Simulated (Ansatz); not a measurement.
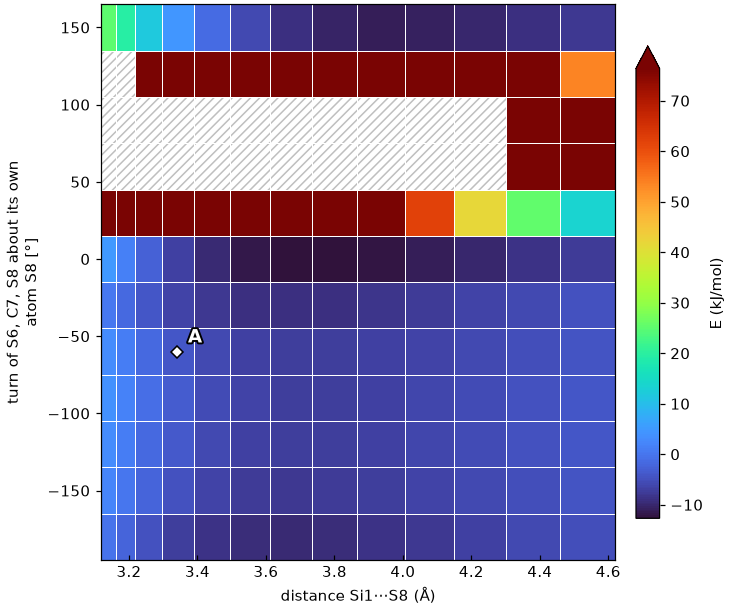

The pair H₄Si···CS₂. The turn is about an axis along (0.69, −0.72, 0.07) in the frame of the relaxed pair, normal to the line between the partners. First axis: distance Si1···S8. Second axis: turn of S6, C7, S8 about its own atom S8. The grid has 13 × 12 points. At 24 points there is no value (left out of the scan, as a rule where atoms come close). Points are written as (first, second). Energies are in kJ/mol, from the two partners far apart, frozen as in the relaxed pair, each in its own basis (no counterpoise correction). The restricted reference is unstable at some or all points, so the energies there are unreliable. Level of theory: Ansatz, RHF-MP2, frozen core/def2-SVPD.

In the figure: one coloured cell a grid point, one colour for all values above the top of the scale, hatched blanks where no value was computed, the point A.

Question: Is A at rest? If not, where is it pushed?

Answer: A, at (3.341 Å, −60°), is not a stationary point. The computed force is 23 kJ/mol for each Å towards larger values of distance Si1···S8 and 0.042 kJ/mol for each degree towards larger values of the second coordinate.
